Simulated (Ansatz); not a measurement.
The figure comes from a scan of AlRu (CsCl type): a phonon pattern at Γ is frozen into a 2-atom cell, Q being the largest atomic displacement. Calculation: PBE (plane waves to 420 eV, PAW, scalar-relativistic; Ansatz, a first-principles code). k mesh 15×15×15 (Γ-centred), Fermi-Dirac smearing 0.05 eV. The energy includes the smearing's −TS. With partly filled bands, energies and forces of such displacements shift with the k mesh and the smearing. AlRu is run without spin polarisation. AlRu was relaxed with its symmetry unable to fall. ΔE is measured from the undisplaced structure.

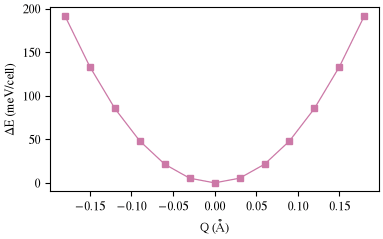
Fig. 1. ΔE (meV/cell) against Q (Å); computed points joined by lines.

### Question
List the plotted points as numbers.

### Answer
To the nearest 5:

```csv
Q (Å),ΔE (meV/cell)
-0.180,190
-0.150,135
-0.120,85
-0.090,50
-0.060,20
-0.030,5
0.000,0
0.030,5
0.060,20
0.090,50
0.120,85
0.150,135
0.180,190
```

(For displaced atoms, the force is minus the slope of the energy, and its curvature is a force constant, which sets phonon frequencies.)
